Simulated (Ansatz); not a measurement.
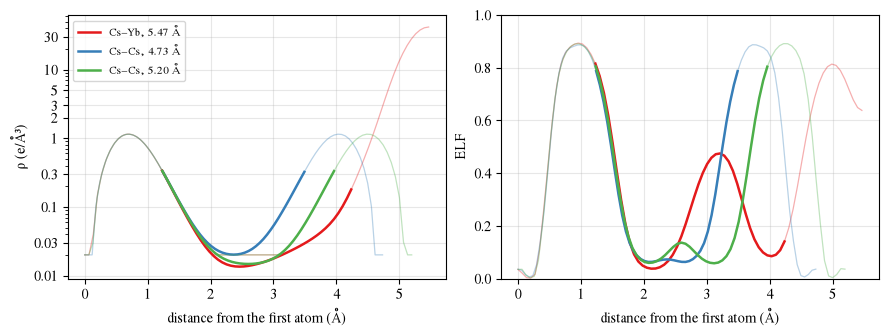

Figure. Cs5Yb. Valence pseudo-density and ELF along straight lines between neighbouring atoms. Thin, pale parts lie inside the atomic spheres.

Space group P6/mmm; a structure generated by program, which may or may not match a known phase; computed without spin polarisation; no Hubbard U on the f states and no spin–orbit coupling.

These are results of Ansatz 0.2.0, DFT PBE, scalar-relativistic, plane waves, PAW, not measurements.

In a PAW calculation such maps are meaningful between the atoms, not at the nuclei.

```xyz
6
Lattice="9.4660 0.0000 0.0000 -4.7330 8.1978 0.0000 0.0000 0.0000 8.8395" Properties=species:S:1:pos:R:3 pbc="T T T"
Cs    0.0000    5.4652    0.0000
Cs    4.7330    2.7326    0.0000
Cs    4.7330    0.0000    4.4197
Cs    2.3665    4.0989    4.4197
Cs   -2.3665    4.0989    4.4197
Yb    0.0000    0.0000    0.0000
```

Question: Compare the contacts.

Answer: Cs–Yb (5.47 Å): the density is about 0.01 e/Å³ at the midpoint; the ELF is about 0.25 at the midpoint (no shared electron pair shows on this line).
Cs–Cs (4.73 Å): the density is about 0.02 e/Å³ at the midpoint; the ELF is about 0.05 at the midpoint: no localised pair shows between them.
Cs–Cs (5.20 Å): the density is about 0.01 e/Å³ at the midpoint; the ELF is about 0.15 at the midpoint: no shared electron pair shows on this line.
